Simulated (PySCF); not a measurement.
# C₃H₆O₂Si: NMR shifts at several levels of theory

Aim: compute the NMR shifts of C₃H₆O₂Si (`O=C/C=C/O[SiH3]`) at several levels, and see how far they spread and what each costs.

The runs use PySCF 2.14.0, with density-fitted response routines of our own; the level of theory stands in each step. All values are computed, except where a source is named. Atoms count from 0, in the outputs and in this text.

## 1. Starting geometry

12 atoms, charge 0, multiplicity 1; geometry from: PBE0-D3(BJ)/def2-SVP.

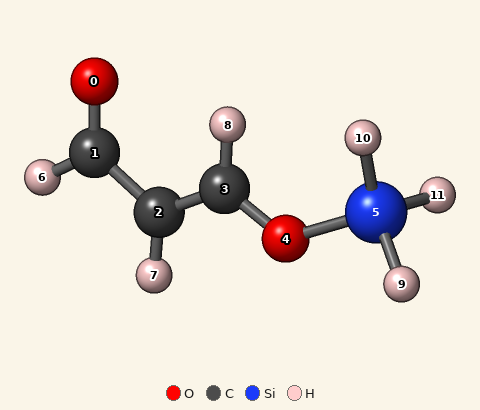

The starting geometry (oxygen red, carbon dark grey, silicon blue, hydrogen pink), atoms numbered.

## 2. Shielding tensors: PBE0/pcSseg-1

Job settings and geometry (Å):

```
{"job": {"kind": "nmr", "xc": "PBE0", "basis": "pcSseg-1", "pop": false}, "charge": 0, "multiplicity": 1}
O     -2.822184     0.407319    -0.976838
C     -2.466875    -0.696341    -0.626303
C     -1.140215    -1.025972    -0.100623
C     -0.219643    -0.051166     0.020301
O      1.004286    -0.251437     0.500310
Si     2.296862     0.839083     0.487586
H     -3.170951    -1.564527    -0.692329
H     -0.907341    -2.053925     0.186835
H     -0.488405     0.972973    -0.279876
H      3.113589     0.521308     1.685432
H      1.748481     2.225432     0.544743
H      3.089271     0.648245    -0.758929
```

With the program's defaults for keys left out, this is: GIAO PBE0/pcSseg-1 NMR shielding, non-relativistic, gas phase.

Launch:

```
OMP_NUM_THREADS=1 python probes_run.py task.json out
```

This one command runs all jobs of the session in turn.

Log:

```text
coarse grid: 10776 points
cycle   1  E = -557.1755845016  dE =  8.007e-01  |g| = 9.234e-01  |ddm| = 3.127e+00
cycle   2  E = -556.6887744003  dE =  4.868e-01  |g| = 1.809e+00  |ddm| = 2.903e+00
cycle   3  E = -557.3293567326  dE = -6.406e-01  |g| = 2.299e-01  |ddm| = 2.317e+00
cycle   4  E = -557.3385173509  dE = -9.161e-03  |g| = 1.020e-01  |ddm| = 2.595e-01
cycle   5  E = -557.3402859363  dE = -1.769e-03  |g| = 2.384e-02  |ddm| = 8.352e-02
cycle   6  E = -557.3403960040  dE = -1.101e-04  |g| = 8.521e-03  |ddm| = 2.412e-02
cycle   7  E = -557.3404103177  dE = -1.431e-05  |g| = 3.079e-03  |ddm| = 8.457e-03
cycle   8  E = -557.3404123856  dE = -2.068e-06  |g| = 9.413e-04  |ddm| = 2.910e-03
final grid: 100200 points
cycle   9  E = -557.3957357904  dE =  1.648e-06  |g| = 1.284e-02  |ddm| = 1.870e-02
cycle  10  E = -557.3956536250  dE =  8.217e-05  |g| = 2.460e-02  |ddm| = 2.867e-02
cycle  11  E = -557.3957650992  dE = -1.115e-04  |g| = 2.050e-03  |ddm| = 2.060e-02
cycle  12  E = -557.3957658882  dE = -7.891e-07  |g| = 3.038e-04  |ddm| = 1.601e-03
cycle  13  E = -557.3957659028  dE = -1.455e-08  |g| = 1.137e-04  |ddm| = 2.951e-04
cycle  14  E = -557.3957659054  dE = -2.579e-09  |g| = 4.242e-05  |ddm| = 1.272e-04
cycle  15  E = -557.3957659058  dE = -4.043e-10  |g| = 1.130e-05  |ddm| = 4.382e-05
converged SCF energy = -557.3957659058

GIAO shielding tensors (ppm)
atom      isotropic    diamagn.    paramagn.     s11        s22        s33       span
  0 O     -286.275     403.917    -690.192   -859.382   -387.483    388.040   1247.423
  1 C       -6.075     242.682    -248.757    -99.775    -17.509     99.057    198.832
  2 C       69.094     258.595    -189.501    -25.858     94.956    138.184    164.041
  3 C       17.601     255.775    -238.174    -78.552     25.183    106.172    184.724
  4 O      207.670     397.758    -190.088     66.737    211.634    344.640    277.903
  5 Si     370.431     878.549    -508.119    323.191    336.494    451.607    128.416
  6 H       21.780      24.946      -3.166     19.960     21.463     23.917      3.957
  7 H       25.489      32.357      -6.868     21.613     25.255     29.599      7.986
  8 H       23.615      32.433      -8.817     20.440     22.756     27.649      7.209
  9 H       26.251      28.069      -1.819     23.203     24.845     30.704      7.502
 10 H       26.207      28.727      -2.520     23.600     24.968     30.053      6.453
 11 H       26.293      28.300      -2.007     23.339     24.655     30.884      7.545
```

Wall time 9.9 s (1 thread of Intel Xeon Platinum 8488C, shared host); peak memory 0.73 GiB.

The references, computed at this level on geometries of the same kind, shield at (ppm): 1H TMS 31.27, 13C TMS 184.4, 29Si TMS 352.0, 17O H2O 334.6. Their shielding less the atom's gives the shift. The references are single molecules in the gas phase, so shifts against H2O, NH3, PH3, H3PO4 or CFCl3 are not on the usual liquid scales and can be off by tens of ppm. Atoms listed in one row are averaged.

```csv
atoms,environment,σ (ppm),δ (ppm),δ scaled to CDCl3
C1,aldehyde carbonyl carbon,-6.1,190.5,184.5
C3,alkene carbon bearing oxygen,17.6,166.8,161.5
C2,β carbon of an enol-ether or enamine type C=C,69.1,115.3,111.5
H6,hydrogen on an aldehyde carbonyl carbon,21.78,9.49,9.21
H8,hydrogen on an alkene carbon bearing oxygen,23.62,7.65,7.47
H7,hydrogen on a β carbon of an enol-ether or enamine type C=C,25.49,5.78,5.69
"H9, H10, H11",hydrogen on a silicon bonded to O,26.25,5.02,–
O0,aldehyde oxygen,-286.3,620.8,–
O4,"oxygen bonded to C, Si",207.7,126.9,–
Si5,"silicon bonded to O, 3 H",370.4,-18.4,–
```

The scaled column applies a straight-line fit of computed shieldings to shifts measured in CDCl3 (root-mean-square error 0.21 ppm for H, 2.0 ppm for C).

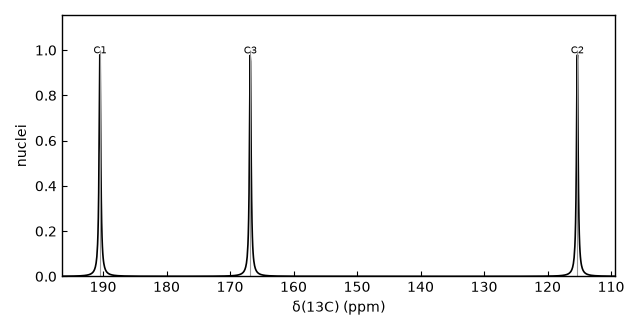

13C lines at the computed shifts, without couplings. Lines are broadened to a width of 0.30 ppm (Lorentzian).

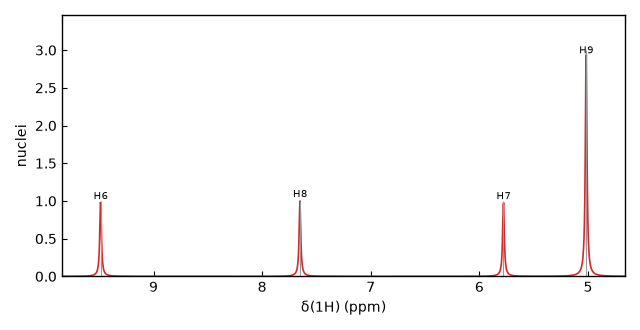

1H lines at the computed shifts, without couplings. Lines are broadened to a width of 0.02 ppm (Lorentzian).

## 3. Nuclear shieldings: mPW1PW91/pcSseg-1

Same as in step 2 but for these lines:

```diff
@@ -1,2 +1,2 @@
-{"job": {"kind": "nmr", "xc": "PBE0", "basis": "pcSseg-1", "pop": false}, "charge": 0, "multiplicity": 1}
+{"job": {"kind": "nmr", "xc": "mPW1PW91", "basis": "pcSseg-1", "pop": false}, "charge": 0, "multiplicity": 1}
 O     -2.822184     0.407319    -0.976838
```

Method: GIAO mPW1PW91/pcSseg-1 NMR shielding, non-relativistic, gas phase.

Log:

```text
coarse grid: 10776 points
cycle   1  E = -557.5342732965  dE =  8.037e-01  |g| = 9.454e-01  |ddm| = 3.126e+00
cycle   2  E = -557.0260353779  dE =  5.082e-01  |g| = 1.847e+00  |ddm| = 2.940e+00
cycle   3  E = -557.6944838445  dE = -6.684e-01  |g| = 2.343e-01  |ddm| = 2.355e+00
cycle   4  E = -557.7039492891  dE = -9.465e-03  |g| = 1.063e-01  |ddm| = 2.647e-01
cycle   5  E = -557.7058669374  dE = -1.918e-03  |g| = 2.438e-02  |ddm| = 8.538e-02
cycle   6  E = -557.7059826084  dE = -1.157e-04  |g| = 8.736e-03  |ddm| = 2.462e-02
cycle   7  E = -557.7059976321  dE = -1.502e-05  |g| = 3.168e-03  |ddm| = 8.688e-03
cycle   8  E = -557.7059998390  dE = -2.207e-06  |g| = 9.487e-04  |ddm| = 2.978e-03
final grid: 100200 points
cycle   9  E = -557.7621076972  dE = -8.529e-06  |g| = 8.588e-03  |ddm| = 1.720e-02
cycle  10  E = -557.7620714671  dE =  3.623e-05  |g| = 1.635e-02  |ddm| = 1.909e-02
cycle  11  E = -557.7621208068  dE = -4.934e-05  |g| = 1.406e-03  |ddm| = 1.375e-02
cycle  12  E = -557.7621211807  dE = -3.738e-07  |g| = 2.125e-04  |ddm| = 1.071e-03
cycle  13  E = -557.7621211872  dE = -6.498e-09  |g| = 9.690e-05  |ddm| = 2.133e-04
cycle  14  E = -557.7621211891  dE = -1.971e-09  |g| = 2.685e-05  |ddm| = 9.835e-05
cycle  15  E = -557.7621211893  dE = -1.505e-10  |g| = 1.061e-05  |ddm| = 3.237e-05
converged SCF energy = -557.7621211893

GIAO shielding tensors (ppm)
atom      isotropic    diamagn.    paramagn.     s11        s22        s33       span
  0 O     -284.978     403.928    -688.906   -854.413   -388.370    387.849   1242.262
  1 C       -6.885     242.717    -249.602   -100.979    -18.115     98.439    199.418
  2 C       68.301     258.520    -190.219    -26.746     94.015    137.634    164.380
  3 C       16.672     255.843    -239.171    -80.188     24.568    105.635    185.823
  4 O      207.363     397.983    -190.621     67.865    210.346    343.877    276.012
  5 Si     369.346     878.590    -509.243    323.304    336.379    448.356    125.052
  6 H       21.857      24.996      -3.140     20.061     21.546     23.962      3.901
  7 H       25.555      32.407      -6.852     21.706     25.289     29.669      7.962
  8 H       23.665      32.492      -8.827     20.490     22.788     27.718      7.228
  9 H       26.351      28.129      -1.777     23.305     24.945     30.803      7.498
 10 H       26.306      28.807      -2.501     23.686     25.076     30.155      6.468
 11 H       26.390      28.371      -1.981     23.445     24.754     30.972      7.527
```

Run time: 10 s. Hardware: 1 thread of Intel Xeon Platinum 8488C, shared host; peak memory 0.73 GiB.

Key values: δ C1 190.4, C3 166.9, C2 115.2, O0 618.3, H6 9.46, H8 7.65 ppm.

## 4. NMR shieldings: WP04/pcSseg-1

Same as in step 3 but for these lines:

```diff
@@ -1,2 +1,2 @@
-{"job": {"kind": "nmr", "xc": "mPW1PW91", "basis": "pcSseg-1", "pop": false}, "charge": 0, "multiplicity": 1}
+{"job": {"kind": "nmr", "xc": "WP04", "basis": "pcSseg-1", "pop": false}, "charge": 0, "multiplicity": 1}
 O     -2.822184     0.407319    -0.976838
```

With the program's defaults for keys left out, this is: GIAO WP04/pcSseg-1 NMR shielding, non-relativistic, gas phase.

Log:

```text
coarse grid: 10776 points
cycle   1  E = -566.4911387369  dE =  8.015e-01  |g| = 1.336e+00  |ddm| = 3.175e+00
cycle   2  E = -565.0859796996  dE =  1.405e+00  |g| = 2.827e+00  |ddm| = 4.599e+00
cycle   3  E = -566.7621940890  dE = -1.676e+00  |g| = 4.504e-01  |ddm| = 4.120e+00
cycle   4  E = -566.7934101075  dE = -3.122e-02  |g| = 2.743e-01  |ddm| = 5.537e-01
cycle   5  E = -566.8064736604  dE = -1.306e-02  |g| = 6.312e-02  |ddm| = 1.991e-01
cycle   6  E = -566.8071978896  dE = -7.242e-04  |g| = 2.438e-02  |ddm| = 6.213e-02
cycle   7  E = -566.8073178378  dE = -1.199e-04  |g| = 1.005e-02  |ddm| = 2.425e-02
cycle   8  E = -566.8073422100  dE = -2.437e-05  |g| = 2.159e-03  |ddm| = 8.539e-03
cycle   9  E = -566.8073432450  dE = -1.035e-06  |g| = 6.807e-04  |ddm| = 2.766e-03
final grid: 100200 points
cycle  10  E = -566.8850077555  dE = -2.036e-05  |g| = 9.023e-03  |ddm| = 2.253e-02
cycle  11  E = -566.8849511899  dE =  5.657e-05  |g| = 1.943e-02  |ddm| = 1.846e-02
cycle  12  E = -566.8850220096  dE = -7.082e-05  |g| = 2.232e-03  |ddm| = 1.458e-02
cycle  13  E = -566.8850229392  dE = -9.296e-07  |g| = 5.458e-04  |ddm| = 1.963e-03
cycle  14  E = -566.8850229870  dE = -4.780e-08  |g| = 1.804e-04  |ddm| = 4.547e-04
cycle  15  E = -566.8850229926  dE = -5.545e-09  |g| = 8.447e-05  |ddm| = 2.019e-04
cycle  16  E = -566.8850229943  dE = -1.738e-09  |g| = 1.946e-05  |ddm| = 7.942e-05
cycle  17  E = -566.8850229944  dE = -9.595e-11  |g| = 4.888e-06  |ddm| = 2.063e-05
converged SCF energy = -566.8850229944

GIAO shielding tensors (ppm)
atom      isotropic    diamagn.    paramagn.     s11        s22        s33       span
  0 O     -265.418     405.765    -671.184   -794.674   -378.871    377.291   1171.965
  1 C      -16.673     244.248    -260.921   -113.721    -23.576     87.277    200.999
  2 C       56.883     258.844    -201.961    -37.296     78.337    129.608    166.904
  3 C        5.843     256.750    -250.907    -89.900     12.925     94.503    184.404
  4 O      195.537     400.758    -205.222     70.216    191.783    324.611    254.395
  5 Si     367.262     880.396    -513.135    330.861    342.590    428.335     97.474
  6 H       22.498      25.072      -2.574     20.882     22.322     24.288      3.406
  7 H       26.038      32.911      -6.873     22.419     25.653     30.043      7.624
  8 H       24.108      33.586      -9.478     21.002     23.092     28.230      7.227
  9 H       27.308      28.756      -1.448     24.329     25.880     31.715      7.386
 10 H       27.247      29.789      -2.543     24.613     26.042     31.085      6.472
 11 H       27.313      29.195      -1.881     24.467     25.689     31.784      7.316
```

Run time: 10 s. Hardware: 1 thread of Intel Xeon Platinum 8488C, shared host; peak memory 0.73 GiB.

Key values: δ C1 189.1, C3 166.6, C2 115.6, O0 583.0, H6 9.07, H8 7.46 ppm.

## 5. Nuclear shieldings: B97-2/pcSseg-1

Same as in step 4 but for these lines:

```diff
@@ -1,2 +1,2 @@
-{"job": {"kind": "nmr", "xc": "WP04", "basis": "pcSseg-1", "pop": false}, "charge": 0, "multiplicity": 1}
+{"job": {"kind": "nmr", "xc": "B97-2", "basis": "pcSseg-1", "pop": false}, "charge": 0, "multiplicity": 1}
 O     -2.822184     0.407319    -0.976838
```

With the program's defaults for keys left out, this is: GIAO B97-2/pcSseg-1 NMR shielding, non-relativistic, gas phase.

Log:

```text
coarse grid: 10776 points
cycle   1  E = -557.5100171743  dE =  7.870e-01  |g| = 9.570e-01  |ddm| = 3.134e+00
cycle   2  E = -556.9284440554  dE =  5.816e-01  |g| = 1.925e+00  |ddm| = 3.120e+00
cycle   3  E = -557.6731617802  dE = -7.447e-01  |g| = 2.540e-01  |ddm| = 2.545e+00
cycle   4  E = -557.6844393475  dE = -1.128e-02  |g| = 1.166e-01  |ddm| = 2.966e-01
cycle   5  E = -557.6867660114  dE = -2.327e-03  |g| = 2.744e-02  |ddm| = 9.356e-02
cycle   6  E = -557.6869136867  dE = -1.477e-04  |g| = 1.013e-02  |ddm| = 2.859e-02
cycle   7  E = -557.6869348759  dE = -2.119e-05  |g| = 3.657e-03  |ddm| = 1.012e-02
cycle   8  E = -557.6869379176  dE = -3.042e-06  |g| = 9.304e-04  |ddm| = 3.330e-03
final grid: 100200 points
cycle   9  E = -557.7396514016  dE = -3.186e-05  |g| = 6.693e-03  |ddm| = 2.132e-02
cycle  10  E = -557.7396342045  dE =  1.720e-05  |g| = 1.159e-02  |ddm| = 1.462e-02
cycle  11  E = -557.7396579714  dE = -2.377e-05  |g| = 1.587e-03  |ddm| = 1.047e-02
cycle  12  E = -557.7396583923  dE = -4.210e-07  |g| = 6.061e-04  |ddm| = 1.488e-03
cycle  13  E = -557.7396584593  dE = -6.696e-08  |g| = 8.216e-05  |ddm| = 4.133e-04
cycle  14  E = -557.7396584604  dE = -1.134e-09  |g| = 3.749e-05  |ddm| = 1.108e-04
cycle  15  E = -557.7396584607  dE = -2.713e-10  |g| = 1.923e-05  |ddm| = 4.737e-05
converged SCF energy = -557.7396584607

GIAO shielding tensors (ppm)
atom      isotropic    diamagn.    paramagn.     s11        s22        s33       span
  0 O     -267.739     403.939    -671.677   -816.999   -371.157    384.940   1201.939
  1 C       -2.481     242.921    -245.402    -94.859    -11.081     98.497    193.356
  2 C       71.191     258.473    -187.282    -20.864     95.993    138.445    159.309
  3 C       20.307     255.877    -235.569    -72.952     27.827    106.048    179.000
  4 O      207.780     398.050    -190.270     71.297    210.113    341.929    270.632
  5 Si     378.050     878.664    -500.615    333.622    346.646    453.881    120.259
  6 H       21.950      25.032      -3.082     20.133     21.629     24.089      3.956
  7 H       25.682      32.540      -6.859     21.929     25.417     29.699      7.770
  8 H       23.746      32.688      -8.942     20.570     22.930     27.738      7.169
  9 H       26.478      28.247      -1.769     23.440     25.075     30.920      7.480
 10 H       26.426      28.955      -2.529     23.818     25.196     30.265      6.447
 11 H       26.508      28.501      -1.993     23.570     24.877     31.076      7.506
```

Run time: 9.9 s. Hardware: 1 thread of Intel Xeon Platinum 8488C, shared host; peak memory 0.73 GiB.

This run: δ C1 186.2, C3 163.4, C2 112.5, O0 599.4, H6 9.42, H8 7.63 ppm.

## 6. NMR shieldings: BHandHLYP/pcSseg-1

Same as in step 5 but for these lines:

```diff
@@ -1,2 +1,2 @@
-{"job": {"kind": "nmr", "xc": "B97-2", "basis": "pcSseg-1", "pop": false}, "charge": 0, "multiplicity": 1}
+{"job": {"kind": "nmr", "xc": "BHandHLYP", "basis": "pcSseg-1", "pop": false}, "charge": 0, "multiplicity": 1}
 O     -2.822184     0.407319    -0.976838
```

Method: GIAO BHandHLYP/pcSseg-1 NMR shielding, non-relativistic, gas phase.

Log:

```text
coarse grid: 10776 points
cycle   1  E = -557.4602681410  dE =  8.777e-01  |g| = 9.135e-01  |ddm| = 3.083e+00
cycle   2  E = -557.2920031705  dE =  1.683e-01  |g| = 1.349e+00  |ddm| = 2.097e+00
cycle   3  E = -557.6255325051  dE = -3.335e-01  |g| = 1.299e-01  |ddm| = 1.488e+00
cycle   4  E = -557.6283446204  dE = -2.812e-03  |g| = 7.026e-02  |ddm| = 1.371e-01
cycle   5  E = -557.6292914764  dE = -9.469e-04  |g| = 1.115e-02  |ddm| = 6.583e-02
cycle   6  E = -557.6293232511  dE = -3.177e-05  |g| = 5.140e-03  |ddm| = 1.557e-02
cycle   7  E = -557.6293298449  dE = -6.594e-06  |g| = 1.815e-03  |ddm| = 8.185e-03
final grid: 100200 points
cycle   8  E = -557.6709596811  dE = -8.409e-06  |g| = 3.748e-03  |ddm| = 1.005e-02
cycle   9  E = -557.6709574521  dE =  2.229e-06  |g| = 5.129e-03  |ddm| = 5.964e-03
cycle  10  E = -557.6709626250  dE = -5.173e-06  |g| = 3.926e-04  |ddm| = 3.917e-03
cycle  11  E = -557.6709626577  dE = -3.272e-08  |g| = 1.760e-04  |ddm| = 3.750e-04
cycle  12  E = -557.6709626646  dE = -6.851e-09  |g| = 7.013e-05  |ddm| = 3.234e-04
cycle  13  E = -557.6709626661  dE = -1.522e-09  |g| = 2.484e-05  |ddm| = 8.634e-05
cycle  14  E = -557.6709626663  dE = -1.669e-10  |g| = 7.345e-06  |ddm| = 4.783e-05
converged SCF energy = -557.6709626663

GIAO shielding tensors (ppm)
atom      isotropic    diamagn.    paramagn.     s11        s22        s33       span
  0 O     -285.922     404.146    -690.068   -842.916   -408.471    393.620   1236.536
  1 C       -9.518     242.156    -251.674   -110.362    -20.131    101.941    212.303
  2 C       68.462     258.541    -190.079    -31.742     98.661    138.467    170.209
  3 C       14.392     255.034    -240.642    -93.988     27.951    109.214    203.202
  4 O      221.139     399.325    -178.186     94.260    221.407    347.751    253.491
  5 Si     383.222     877.208    -493.986    341.606    353.628    454.432    112.826
  6 H       22.203      25.120      -2.918     20.384     22.151     24.072      3.689
  7 H       25.680      32.457      -6.778     21.933     25.136     29.970      8.037
  8 H       23.697      32.496      -8.799     20.438     22.627     28.025      7.586
  9 H       26.696      28.282      -1.586     23.609     25.204     31.274      7.665
 10 H       26.666      28.970      -2.304     23.977     25.442     30.580      6.604
 11 H       26.759      28.534      -1.775     23.794     25.079     31.403      7.609
```

Wall time 9.7 s (1 thread of Intel Xeon Platinum 8488C, shared host); peak memory 0.73 GiB.

This run: δ C1 193.5, C3 169.6, C2 115.5, O0 620.7, H6 9.24, H8 7.75 ppm.

## 7. Nuclear shieldings: CAM-B3LYP/pcSseg-1

Same as in step 6 but for these lines:

```diff
@@ -1,2 +1,2 @@
-{"job": {"kind": "nmr", "xc": "BHandHLYP", "basis": "pcSseg-1", "pop": false}, "charge": 0, "multiplicity": 1}
+{"job": {"kind": "nmr", "xc": "CAM-B3LYP", "basis": "pcSseg-1", "pop": false}, "charge": 0, "multiplicity": 1}
 O     -2.822184     0.407319    -0.976838
```

Level: GIAO CAM-B3LYP/pcSseg-1 NMR shielding, non-relativistic, gas phase.

Log:

```text
coarse grid: 10776 points
cycle   1  E = -557.4605750069  dE =  8.677e-01  |g| = 1.001e+00  |ddm| = 3.087e+00
cycle   2  E = -557.1767644876  dE =  2.838e-01  |g| = 1.624e+00  |ddm| = 2.484e+00
cycle   3  E = -557.6508993843  dE = -4.741e-01  |g| = 1.521e-01  |ddm| = 1.781e+00
cycle   4  E = -557.6546031080  dE = -3.704e-03  |g| = 8.088e-02  |ddm| = 1.546e-01
cycle   5  E = -557.6557786479  dE = -1.176e-03  |g| = 1.575e-02  |ddm| = 7.062e-02
cycle   6  E = -557.6558329761  dE = -5.433e-05  |g| = 7.230e-03  |ddm| = 1.821e-02
cycle   7  E = -557.6558453118  dE = -1.234e-05  |g| = 2.174e-03  |ddm| = 1.028e-02
cycle   8  E = -557.6558471183  dE = -1.806e-06  |g| = 1.026e-03  |ddm| = 4.592e-03
final grid: 100200 points
cycle   9  E = -557.7206195641  dE = -1.444e-05  |g| = 3.237e-03  |ddm| = 1.072e-02
cycle  10  E = -557.7206181893  dE =  1.375e-06  |g| = 4.376e-03  |ddm| = 5.281e-03
cycle  11  E = -557.7206217046  dE = -3.515e-06  |g| = 6.235e-04  |ddm| = 3.622e-03
cycle  12  E = -557.7206217736  dE = -6.901e-08  |g| = 1.385e-04  |ddm| = 4.939e-04
cycle  13  E = -557.7206217781  dE = -4.462e-09  |g| = 6.600e-05  |ddm| = 1.937e-04
cycle  14  E = -557.7206217791  dE = -9.759e-10  |g| = 1.444e-05  |ddm| = 6.631e-05
converged SCF energy = -557.7206217791

GIAO shielding tensors (ppm)
atom      isotropic    diamagn.    paramagn.     s11        s22        s33       span
  0 O     -294.300     405.069    -699.369   -873.759   -397.605    388.465   1262.224
  1 C      -12.886     242.382    -255.269   -109.219    -26.859     97.418    206.637
  2 C       64.797     258.420    -193.624    -34.936     94.439    134.887    169.823
  3 C       11.976     255.592    -243.616    -92.183     23.241    104.871    197.054
  4 O      215.405     398.729    -183.324     80.745    219.899    345.571    264.826
  5 Si     365.385     878.197    -512.812    317.933    331.482    446.741    128.807
  6 H       21.917      25.092      -3.175     20.051     21.631     24.069      4.019
  7 H       25.568      32.472      -6.905     21.597     25.290     29.816      8.220
  8 H       23.639      32.690      -9.052     20.486     22.616     27.815      7.329
  9 H       26.425      28.173      -1.748     23.397     24.989     30.889      7.493
 10 H       26.385      28.890      -2.505     23.783     25.155     30.218      6.435
 11 H       26.485      28.452      -1.967     23.546     24.844     31.066      7.521
```

Run time: 13 s. Hardware: 1 thread of Intel Xeon Platinum 8488C, shared host; peak memory 0.76 GiB.

Key values: δ C1 195.3, C3 170.5, C2 117.6, O0 632.9, H6 9.41, H8 7.69 ppm.

[end of part 1 of 2]
